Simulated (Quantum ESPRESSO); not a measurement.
# CrB2: energy against a fixed spin moment

How stiff is the total moment of CrB2, and does E(M) have further minima?

Program: Quantum ESPRESSO 7.5. Level of theory: PBEsol; plane waves with GBRV 1.5 PBEsol potentials, no spin-orbit coupling. Results are calculated unless marked as measured.

## Step 1: Set-up

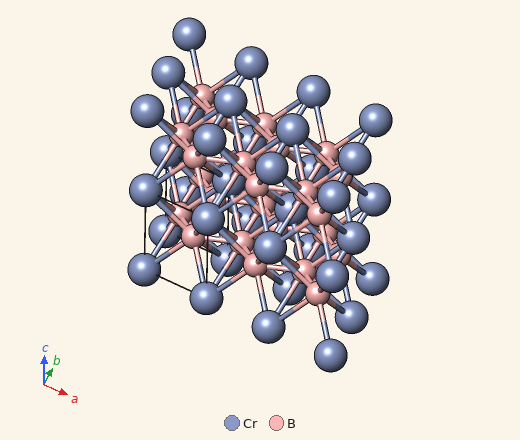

Start, viewed slightly off an axis; chromium light blue, boron pink. 3×2×2 cells are drawn. Some periodic images of atoms are drawn too.

The cell comes from the Crystallography Open Database.

## Step 2: No moment imposed

pw.in

```
&CONTROL
  calculation = 'scf'
  prefix = 'pwscf'
  outdir = './tmp'
  pseudo_dir = './pseudo'
  disk_io = 'nowf'
  tprnfor = .true.
  tstress = .true.
/
&SYSTEM
  ibrav = 0
  nat = 3
  ntyp = 2
  ecutwfc = 40
  ecutrho = 280
  nbnd = 18
  occupations = 'smearing'
  smearing = 'fd'
  degauss = 0.00367493
  nspin = 2
  starting_magnetization(1) = 0.1786
  starting_magnetization(2) = 0
/
&ELECTRONS
  conv_thr = 6d-09
  electron_maxstep = 150
  mixing_beta = 0.3
/
ATOMIC_SPECIES
Cr     51.9961 cr_pbesol_v1.5.uspp.F.UPF
B      10.8100 b_pbesol_v1.4.uspp.F.UPF
CELL_PARAMETERS angstrom
   2.9700000000    0.0000000000    0.0000000000
  -1.4850000000    2.5720954492    0.0000000000
   0.0000000000    0.0000000000    3.0700000000
ATOMIC_POSITIONS crystal
Cr      0.0000000000    0.0000000000    0.0000000000
B       0.3333333333    0.6666666667    0.5000000000
B       0.6666666667    0.3333333333    0.5000000000
K_POINTS automatic
10 10 10 0 0 0
```

The run is started by

```
> OMP_NUM_THREADS=1 mpirun -n 2 pw.x -nk 2 -in pw.in > pw.out
```

The log of the run:

```text
Program PWSCF v.7.5 starts

     Message from routine setup:
     using ibrav=0 with symmetry is DISCOURAGED, use correct ibrav instead

     K-points division:     npool     =       2
     Subspace diagonalization in iterative solution of the eigenvalue problem:

     G-vector sticks info
     --------------------
     sticks:   dense  smooth     PW     G-vecs:    dense   smooth      PW
     Sum         595     349    109                12505     5399    1009

     Using Slab Decomposition

     bravais-lattice index     =            0
     lattice parameter (alat)  =       5.6125  a.u.
     unit-cell volume          =     158.2627 (a.u.)^3
     number of atoms/cell      =            3
     number of atomic types    =            2
     number of electrons       =        20.00
     number of Kohn-Sham states=           18
     kinetic-energy cutoff     =      40.0000  Ry
     charge density cutoff     =     280.0000  Ry
     scf convergence threshold =      6.0E-09
     mixing beta               =       0.3000
     number of iterations used =            8  plain     mixing
     Exchange-correlation= SLA  PW   PSX  PSC
                           (   1   4  10   8   0   0   0)

     celldm(1)=   5.612487  celldm(2)=   0.000000  celldm(3)=   0.000000
     celldm(4)=   0.000000  celldm(5)=   0.000000  celldm(6)=   0.000000

     crystal axes: (cart. coord. in units of alat)
               a(1) = (   1.000000   0.000000   0.000000 )
               a(2) = (  -0.500000   0.866025   0.000000 )
               a(3) = (   0.000000   0.000000   1.033670 )

     reciprocal axes: (cart. coord. in units 2 pi/alat)
               b(1) = (  1.000000  0.577350 -0.000000 )
               b(2) = (  0.000000  1.154701  0.000000 )
               b(3) = (  0.000000 -0.000000  0.967427 )

     PseudoPot. # 1 for Cr read from file:
     cr_pbesol_v1.5.uspp.F.UPF
     Pseudo is Ultrasoft + core correction, Zval = 14.0
     Generated by new atomic code, or converted to UPF format
     Using radial grid of  857 points,  6 beta functions with:
                l(1) =   0
                l(2) =   0
                l(3) =   1
                l(4) =   1
                l(5) =   2
                l(6) =   2
     Q(r) pseudized with  8 coefficients,  rinner =    0.950   0.950   0.950
                                                       0.950   0.950

     PseudoPot. # 2 for B  read from file:
     b_pbesol_v1.4.uspp.F.UPF
     Pseudo is Ultrasoft + core correction, Zval =  3.0
     Generated by new atomic code, or converted to UPF format
     Using radial grid of  781 points,  4 beta functions with:
                l(1) =   0
                l(2) =   0
                l(3) =   1
                l(4) =   1
     Q(r) pseudized with  8 coefficients,  rinner =    1.100   1.100   1.100

     atomic species   valence    mass     pseudopotential
     Cr               14.00    51.99610     Cr( 1.00)
     B                 3.00    10.81000     B ( 1.00)

     Starting magnetic structure
     atomic species   magnetization
     Cr              0.179
     B               0.000

     24 Sym. Ops., with inversion, found

   Cartesian axes

     site n.     atom                  positions (alat units)
         1        Cr     tau(   1) = (   0.0000000   0.0000000   0.0000000  )
         2        B      tau(   2) = (  -0.0000000   0.5773503   0.5168350  )
         3        B      tau(   3) = (   0.5000000   0.2886751   0.5168350  )

     number of k points=    84  Fermi-Dirac smearing, width (Ry)=  0.0037
                       cart. coord. in units 2pi/alat
        k(    1) = (   0.0000000   0.0000000   0.0000000), wk =   0.0010000
        k(    2) = (   0.0000000   0.0000000   0.0967427), wk =   0.0020000
        k(    3) = (   0.0000000   0.0000000   0.1934853), wk =   0.0020000
        k(    4) = (   0.0000000   0.0000000   0.2902280), wk =   0.0020000
        k(    5) = (   0.0000000   0.0000000   0.3869707), wk =   0.0020000
        [... 79 further k-points ...]

     Dense  grid:    12505 G-vectors     FFT dimensions: (  30,  30,  32)

     Smooth grid:     5399 G-vectors     FFT dimensions: (  24,  24,  24)

     Check: negative core charge=   -0.000006
     Generating pointlists ...
     new r_m :   0.3196 (alat units)  1.7940 (a.u.) for type    1
     new r_m :   0.2382 (alat units)  1.3367 (a.u.) for type    2

     Initial potential from superposition of free atoms

     starting charge      18.9994, renormalised to      20.0000

     negative rho (up, down):  9.754E-04 6.746E-04
     Starting wfcs are   18 randomized atomic wfcs

     Self-consistent Calculation

     iteration #  1     ecut=    40.00 Ry     beta= 0.30
     Davidson diagonalization with overlap
     ethr =  1.00E-02,  avg # of iterations =  4.1

     negative rho (up, down):  1.118E-03 1.035E-03

     total energy              =    -187.07323497 Ry
     estimated scf accuracy    <       3.92758578 Ry

     total magnetization       =     0.70 Bohr mag/cell
     absolute magnetization    =     0.77 Bohr mag/cell

     iteration #  2     ecut=    40.00 Ry     beta= 0.30
     Davidson diagonalization with overlap
     ethr =  1.00E-02,  avg # of iterations =  2.3

     negative rho (up, down):  7.745E-04 1.009E-03

     total energy              =    -187.86348021 Ry
     estimated scf accuracy    <       1.96630105 Ry

     total magnetization       =     1.58 Bohr mag/cell
     absolute magnetization    =     1.88 Bohr mag/cell

     iteration #  3     ecut=    40.00 Ry     beta= 0.30
     Davidson diagonalization with overlap
     ethr =  9.83E-03,  avg # of iterations =  1.0

     negative rho (up, down):  5.282E-04 1.206E-03

     total energy              =    -188.17259456 Ry
     estimated scf accuracy    <       0.04771479 Ry

     total magnetization       =     1.53 Bohr mag/cell
     absolute magnetization    =     1.63 Bohr mag/cell

     [... further iterations left out ...]

     iteration # 14     ecut=    40.00 Ry     beta= 0.30
     Davidson diagonalization with overlap
     ethr =  2.21E-10,  avg # of iterations =  1.5

     negative rho (up, down):  2.253E-04 1.346E-03

     total energy              =    -188.18433768 Ry
     estimated scf accuracy    <       0.00000007 Ry

     total magnetization       =     1.23 Bohr mag/cell
     absolute magnetization    =     1.33 Bohr mag/cell

     iteration # 15     ecut=    40.00 Ry     beta= 0.30
     Davidson diagonalization with overlap
     ethr =  2.21E-10,  avg # of iterations =  1.5

     negative rho (up, down):  2.197E-04 1.351E-03

     total energy              =    -188.18433560 Ry
     estimated scf accuracy    <       0.00000016 Ry

     total magnetization       =     1.23 Bohr mag/cell
     absolute magnetization    =     1.33 Bohr mag/cell

     iteration # 16     ecut=    40.00 Ry     beta= 0.30
     Davidson diagonalization with overlap
     ethr =  2.21E-10,  avg # of iterations =  3.1

     negative rho (up, down):  2.263E-04 1.345E-03

     total energy              =    -188.18433597 Ry
     estimated scf accuracy    <       0.00000206 Ry

     total magnetization       =     1.24 Bohr mag/cell
     absolute magnetization    =     1.33 Bohr mag/cell

     iteration # 17     ecut=    40.00 Ry     beta= 0.30
     Davidson diagonalization with overlap
     ethr =  2.21E-10,  avg # of iterations =  3.5

     negative rho (up, down):  2.263E-04 1.345E-03

     Magnetic moment per site  (integrated on atomic sphere of radius R)
     atom   1 (R=0.320)  charge= 11.8138  magn=  1.1679
     atom   2 (R=0.238)  charge=  1.3268  magn= -0.0138
     atom   3 (R=0.238)  charge=  1.3268  magn= -0.0138

     End of self-consistent calculation

     Number of k-points >= 100: set verbosity='high' to print the bands.

     the Fermi energy is    16.4182 ev

!    total energy              =    -188.18433777 Ry
     estimated scf accuracy    <          7.5E-10 Ry
     smearing contrib. (-TS)   =      -0.00120253 Ry
     internal energy E=F+TS    =    -188.18313524 Ry

     The total energy is F=E-TS. E is the sum of the following terms:
     one-electron contribution =     -69.36783119 Ry
     hartree contribution      =      45.86630535 Ry
     xc contribution           =     -28.31562542 Ry
     ewald contribution        =    -136.36598398 Ry

     total magnetization       =     1.23 Bohr mag/cell
     absolute magnetization    =     1.33 Bohr mag/cell

     convergence has been achieved in  17 iterations

     negative rho (up, down):  2.263E-04 1.345E-03

     Forces acting on atoms (cartesian axes, Ry/au):

     atom    1 type  1   force =     0.00000000    0.00000000   -0.00000000
     atom    2 type  2   force =    -0.00000000   -0.00000000    0.00000000
     atom    3 type  2   force =     0.00000000   -0.00000000    0.00000000

     Total force =     0.000000     Total SCF correction =     0.000000

     Computing stress (Cartesian axis) and pressure

     negative rho (up, down):  2.263E-04 1.345E-03
          total   stress  (Ry/bohr**3)                   (kbar)     P=     -106.33
  -0.00061063  -0.00000000   0.00000000          -89.83       -0.00        0.00
  -0.00000000  -0.00061063   0.00000000           -0.00      -89.83        0.00
   0.00000000   0.00000000  -0.00094728            0.00        0.00     -139.35

=------------------------------------------------------------------------------=
   JOB DONE.
=------------------------------------------------------------------------------=
```

The job ended after 26 s (2 MPI ranks of Arm Neoverse V1, shared host; peak memory 0.17 GiB; 52 s of CPU time).

Spin moment in the atom's sphere by atom:

```csv
atom,spin moment in the atom's sphere (μB)
Cr1,1.17
B2,-0.01
B3,-0.01
```

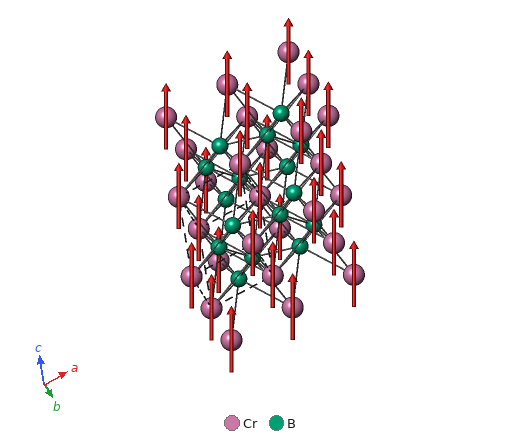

Spin moment in the atom's sphere as arrows, the longest 1.17 μB. Up and down stand for the sign. Arrows give size and sign along the axis of quantisation, drawn up and down the page. 2×2×2 cells are drawn. Some periodic images of atoms are drawn too.

This step gave:

* smearing term TS: 0.01636 eV
* pressure: -10.63 GPa
* magnetization: 1.231 μB
* absolute magnetization: 1.326 μB
* final state: ferromagnetic

## Step 3: Moment fixed at 0 μB

The two spin channels are filled to separate Fermi energies, so that the total moment meets the target. Half of the up one less the down one is the slope dE/dM.

pw.in, as its differences from that of step 2:

```diff
@@ -20,4 +20,5 @@
   nspin = 2
-  starting_magnetization(1) = 0.1786
+  starting_magnetization(1) = 0.0089
   starting_magnetization(2) = 0
+  tot_magnetization = 0
 /
```

The log of the run:

```text
     [... lines left out ...]
Program PWSCF v.7.5 starts
     [... lines left out ...]
     number of atoms/cell      =            3
     [... lines left out ...]
     number of electrons       =        20.00 (up:  10.00, down:  10.00)
     number of Kohn-Sham states=           18
     kinetic-energy cutoff     =      40.0000  Ry
     charge density cutoff     =     280.0000  Ry
     scf convergence threshold =      6.0E-09
     [... lines left out ...]
     24 Sym. Ops., with inversion, found
     [... lines left out ...]
     number of k points=    84  Fermi-Dirac smearing, width (Ry)=  0.0037
     [... lines left out ...]
     iteration # 13     ecut=    40.00 Ry     beta= 0.30
     [... lines left out ...]
     Magnetic moment per site  (integrated on atomic sphere of radius R)
     atom   1 (R=0.320)  charge= 11.8051  magn=  0.0000
     atom   2 (R=0.238)  charge=  1.3247  magn= -0.0000
     atom   3 (R=0.238)  charge=  1.3247  magn= -0.0000
     [... lines left out ...]
     the spin up/dw Fermi energies are    16.5606   16.5605 ev
!    total energy              =    -188.18017116 Ry
     estimated scf accuracy    <          1.2E-09 Ry
     smearing contrib. (-TS)   =      -0.00172374 Ry
     [... lines left out ...]
     total magnetization       =     0.00 Bohr mag/cell
     absolute magnetization    =     0.00 Bohr mag/cell
     convergence has been achieved in  13 iterations
     [... lines left out ...]
     Total force =     0.000000     Total SCF correction =     0.000000
     [... lines left out ...]
          total   stress  (Ry/bohr**3)                   (kbar)     P=     -147.80
     [... lines left out ...]
```

Run time: 20 s. Hardware: 2 MPI ranks; peak memory 0.17 GiB.

Read from the output:

```yaml
magnetization: 0 μB
absolute_magnetization: 0 μB
half_the_difference_of_the_two_fermi_energies: 0.1 meV
largest_moment: 0 μB
```

## Step 4: Moment fixed at 0.305 μB

pw.in, as its differences from that of step 3:

```diff
@@ -20,5 +20,5 @@
   nspin = 2
-  starting_magnetization(1) = 0.0089
+  starting_magnetization(1) = 0.0218
   starting_magnetization(2) = 0
-  tot_magnetization = 0
+  tot_magnetization = 0.305
 /
```

The log of the run:

```text
     [... lines left out ...]
Program PWSCF v.7.5 starts
     [... lines left out ...]
     number of atoms/cell      =            3
     [... lines left out ...]
     number of electrons       =        20.00 (up:  10.15, down:   9.85)
     number of Kohn-Sham states=           18
     kinetic-energy cutoff     =      40.0000  Ry
     charge density cutoff     =     280.0000  Ry
     scf convergence threshold =      6.0E-09
     [... lines left out ...]
     24 Sym. Ops., with inversion, found
     [... lines left out ...]
     number of k points=    84  Fermi-Dirac smearing, width (Ry)=  0.0037
     [... lines left out ...]
     iteration # 15     ecut=    40.00 Ry     beta= 0.30
     [... lines left out ...]
     Magnetic moment per site  (integrated on atomic sphere of radius R)
     atom   1 (R=0.320)  charge= 11.8068  magn=  0.2855
     atom   2 (R=0.238)  charge=  1.3247  magn= -0.0017
     atom   3 (R=0.238)  charge=  1.3247  magn= -0.0017
     [... lines left out ...]
     the spin up/dw Fermi energies are    16.4768   16.6272 ev
!    total energy              =    -188.18107506 Ry
     estimated scf accuracy    <          8.9E-10 Ry
     smearing contrib. (-TS)   =      -0.00170418 Ry
     [... lines left out ...]
     total magnetization       =     0.30 Bohr mag/cell
     absolute magnetization    =     0.32 Bohr mag/cell
     convergence has been achieved in  15 iterations
     [... lines left out ...]
     Total force =     0.000000     Total SCF correction =     0.000000
     [... lines left out ...]
          total   stress  (Ry/bohr**3)                   (kbar)     P=     -143.75
     [... lines left out ...]
```

Elapsed: 22 s, on 2 MPI ranks; peak memory 0.17 GiB.

Spin moment in the atom's sphere by atom:

| atom | spin moment in the atom's sphere (μB) |
| --- | --- |
| Cr1 | 0.285 |
| B2 | -0.002 |
| B3 | -0.002 |

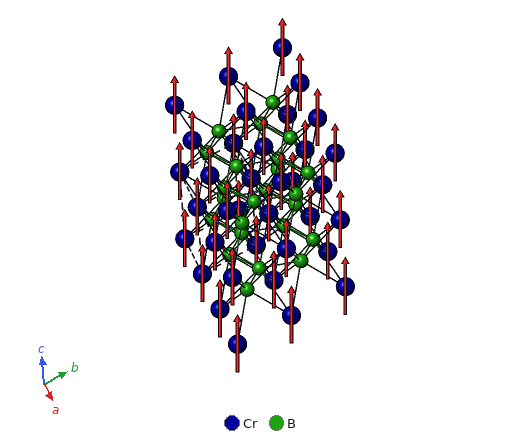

Spin moment in the atom's sphere as arrows, the longest 0.285 μB. Up and down stand for the sign. Arrows give size and sign along the axis of quantisation, drawn up and down the page. 3×2×2 cells are drawn. Some periodic images of atoms are drawn too.

Numbers from this step:

```yaml
magnetization: 0.305 μB
absolute_magnetization: 0.32 μB
half_the_difference_of_the_two_fermi_energies: -75.2 meV
```

## Step 5: Moment fixed at 0.61 μB

pw.in, as its differences from that of step 4:

```diff
@@ -20,5 +20,5 @@
   nspin = 2
-  starting_magnetization(1) = 0.0218
+  starting_magnetization(1) = 0.0436
   starting_magnetization(2) = 0
-  tot_magnetization = 0.305
+  tot_magnetization = 0.61
 /
```

The log of the run:

```text
     [... lines left out ...]
Program PWSCF v.7.5 starts
     [... lines left out ...]
     number of atoms/cell      =            3
     [... lines left out ...]
     number of electrons       =        20.00 (up:  10.30, down:   9.70)
     number of Kohn-Sham states=           18
     kinetic-energy cutoff     =      40.0000  Ry
     charge density cutoff     =     280.0000  Ry
     scf convergence threshold =      6.0E-09
     [... lines left out ...]
     24 Sym. Ops., with inversion, found
     [... lines left out ...]
     number of k points=    84  Fermi-Dirac smearing, width (Ry)=  0.0037
     [... lines left out ...]
     iteration # 13     ecut=    40.00 Ry     beta= 0.30
     [... lines left out ...]
     Magnetic moment per site  (integrated on atomic sphere of radius R)
     atom   1 (R=0.320)  charge= 11.8102  magn=  0.5710
     atom   2 (R=0.238)  charge=  1.3246  magn= -0.0036
     atom   3 (R=0.238)  charge=  1.3246  magn= -0.0036
     [... lines left out ...]
     the spin up/dw Fermi energies are    16.4311   16.5493 ev
!    total energy              =    -188.18284690 Ry
     estimated scf accuracy    <          3.9E-09 Ry
     smearing contrib. (-TS)   =      -0.00142183 Ry
     [... lines left out ...]
     total magnetization       =     0.61 Bohr mag/cell
     absolute magnetization    =     0.64 Bohr mag/cell
     convergence has been achieved in  13 iterations
     [... lines left out ...]
     Total force =     0.000000     Total SCF correction =     0.000000
     [... lines left out ...]
          total   stress  (Ry/bohr**3)                   (kbar)     P=     -135.89
     [... lines left out ...]
```

The job ended after 20 s (2 MPI ranks; peak memory 0.17 GiB; 40 s of CPU time).

Numbers from this step:

- magnetization: 0.61 μB
- absolute magnetization: 0.639 μB
- half the difference of the two Fermi energies: -59.1 meV
- largest moment: 0.5710 μB

## Step 6: E(M)

The runs not shown differ in the target, the start and the number of states alone. The point at 1.23 μB is the free run, entered with slope zero.

Table of energy over the lowest by total spin moment:

| total spin moment (μB a cell) | energy over the lowest (meV a cell) |
| --- | --- |
| 0.000 | 56.7 |
| 0.305 | 44.4 |
| 0.610 | 20.3 |
| 0.916 | 6.78 |
| 1.221 | 0.0122 |
| 1.231 | 0 |
| 1.526 | 11.7 |
| 1.831 | 43.8 |

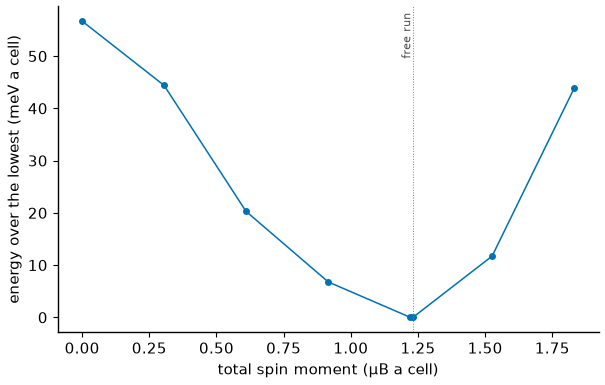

Energy over the lowest, plotted against total spin moment.

dE/dM against total spin moment:

| total spin moment (μB a cell) | dE/dM (meV/μB) |
| --- | --- |
| 0.000 | 0.0609 |
| 0.305 | -75.2 |
| 0.610 | -59.1 |
| 0.916 | -34.7 |
| 1.221 | -2.37 |
| 1.231 | 0 |
| 1.526 | 68.7 |
| 1.831 | 175 |

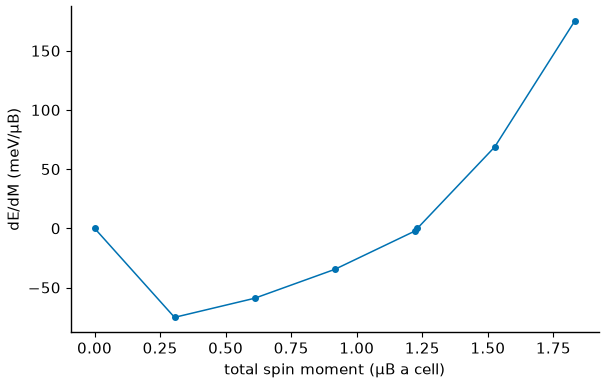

dE/dM against total spin moment.

The largest site moment by total spin moment:

```csv
total spin moment (μB a cell),largest site moment (μB)
0.000,1.7e-5
0.305,0.285
0.610,0.571
0.916,0.865
1.221,1.16
1.231,1.17
1.526,1.44
1.831,1.71
```

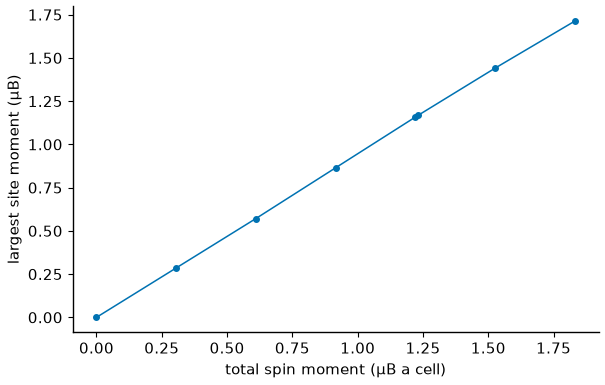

Largest site moment, plotted against total spin moment.

## Step 7: Results

```
moment of the free run                              : 1.23 μB a cell
energy at zero total moment                         : 56.7 meV a cell over the lowest
ΔE/ΔM² from the lowest point to 1.53 and to 0.92 μB : 135 and 68 meV/μB²
```

What this shows: At zero total moment the site moments vanish, so the 57 meV a cell is the energy of forming them. The points show one minimum alone. The cell holds one seeded atom, so opposed orders, which may lie lower, cannot form in it.

[Logs and program files are shortened in this print: banners, set-up blocks, solver, clock and traceback lines can be left out without a mark of their own.]

[Logs are printed without paths, hosts, clocks, repeated set-up lines and the standing remarks that a program may print on its own settings, such as how far it seeks lower states.]

[Hosts, paths, dates, database ids (printed as entryN), source tags and the programs' standing remarks are cut or masked in the printed files.]

[Where a cell is said to come from a database of computed structures, the database is the Materials Project.]
